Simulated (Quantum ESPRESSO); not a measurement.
# Voltage at the next charge: W2NOS MXene, 1 layer against an electrode

**Set-up.** Quantum ESPRESSO 7.5, PBE, GBRV ultrasoft; ESM with bc3, a metal electrode 4.81 Å above the top atoms; cell area 7.530 Å²; ions fixed. V is the potential energy of an electron at the electrode over the slab's Fermi level, divided by e, so that it equals the work function at zero charge; positive charge removes electrons.

| charge (e a cell) | V (V) |
| --- | --- |
| 0 | 6.002 |
| 0.0121 | 7.256 |
| 0.0242 | 8.515 |

**Question.** What is V at a charge of 0.0485 e, and what capacitance do the rows imply?

**Fit.** The last two rows give dV/dq = (8.515 − 7.256)/(0.0242 − 0.0121) = 104.0 V/e, so C = 1602/(7.530 × 104.0) = 2.04 µF/cm², an effective gap of 8.854/2.04 = 4.33 Å. At constant C, V = 8.515 + 104.0 × 0.0243 = 11.04 V.

**The withheld run.** V = 11.055 V; the estimate misses by −0.01 V, 0.5 % of the step. Over the three intervals C goes 2.05, 2.04 and 2.04 µF/cm².

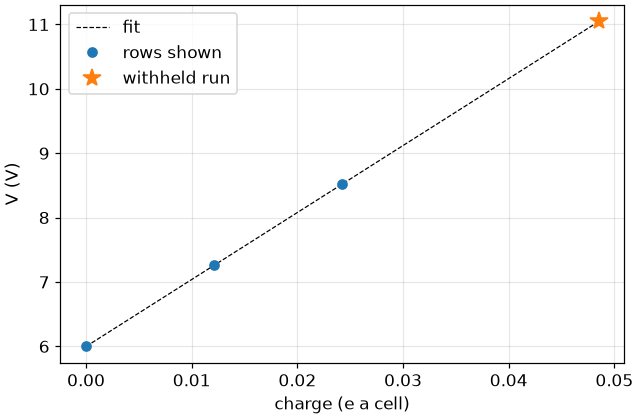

The rows shown, the fit and the withheld run.

**Limits.** Vacuum fills the gap; a dielectric or electrolyte would change C. The slab is thin.
